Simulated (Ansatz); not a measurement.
## Appearance energy of a fragment ion: CH3S2 → [S2]+ + CH3 + e⁻

Species: CH3S2 (methyldithio radical) `CS[S]`, doublet; [S2]+, doublet; CH3 (methyl radical) `[CH3]`, doublet. 

Shapes, held fixed at every level: PBE0-D4/def2-TZVP. Programs: Ansatz 0.2.0. Electronic energies: no zero-point or thermal term.

```csv
level,kind,ΔE (eV),CPU time (sum over the molecules)
PBE-D4/def2-TZVPP,GGA,+11.73,6.2 s
r2SCAN-D4/def2-TZVPP,meta-GGA,+11.65,12 s
B3LYP-D4/def2-TZVPP,global hybrid,+11.65,8.7 s
PBE0-D4/def2-TZVPP,global hybrid,+11.84,7.1 s
r2SCAN0-D4/def2-TZVPP,global hybrid,+11.75,15 s
wB97X-V/def2-TZVPP,range-separated hybrid,+11.85,19 s
B2PLYP/def2-TZVPP,double hybrid,+11.42,12 s
```

B2PLYP/def2-TZVPP gives ΔE = +11.42 eV; the levels span +11.42 to +11.85. The median of the levels is +11.73. No measured value is set beside it here. Spin contamination: [S2]+ (⟨S²⟩ up to 1.20). Open shells run unrestricted unless RO is named. The onset seen in experiment also holds zero-point changes and kinetic shifts. Times are processor times on shared x86 and Arm servers, and rough.

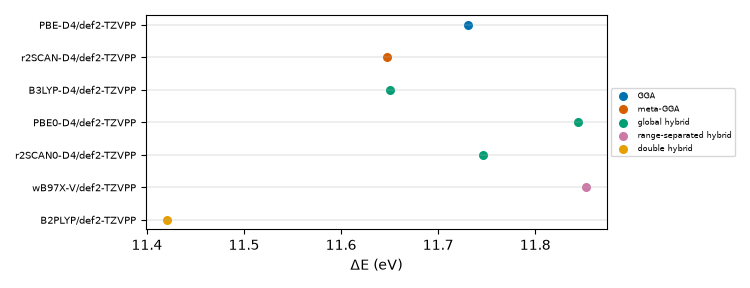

The values of the table, level by level.
